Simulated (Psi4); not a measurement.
Intermolecular potential of F4Si ··· H3ClSi (SMILES F[Si](F)(F)F and [SiH3]Cl). Monomers: optimised at B3LYP-D3(BJ) (def2-TZVP), held rigid. Orientation: lowest of the rigid-body minima from ten starts at GFN2-xTB. Only R, the distance of the centres of mass, is varied, so the lowest point isn't the relaxed dimer.

Computed with SAPT0/jun-cc-pVDZ, frozen core in Psi4.

Components in kJ/mol:

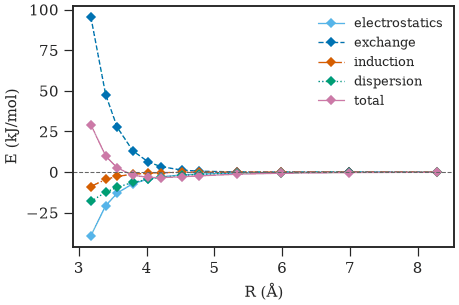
Fig. 1. Components of the interaction energy.

```
R / Å  electrostatics  exchange  induction  dispersion  total
-----  --------------  --------  ---------  ----------  -----
3.18           -39.32     95.59      -8.96      -18.12  29.19
3.40           -20.72     47.52      -4.55      -12.43   9.82
3.57           -12.94     27.52      -2.71       -9.35   2.51
3.80            -7.20     13.05      -1.37       -6.42  -1.94
4.03            -4.29      6.14      -0.71       -4.46  -3.32
4.21            -3.01      3.39      -0.44       -3.38  -3.44
4.52            -1.80      1.19      -0.20       -2.13  -2.94
4.77            -1.27      0.50      -0.12       -1.50  -2.38
5.33            -0.67      0.07      -0.04       -0.73  -1.37
5.98            -0.37      0.01      -0.01       -0.35  -0.73
6.99            -0.17      0.00       0.00       -0.13  -0.31
8.29            -0.08      0.00       0.00       -0.05  -0.13
```
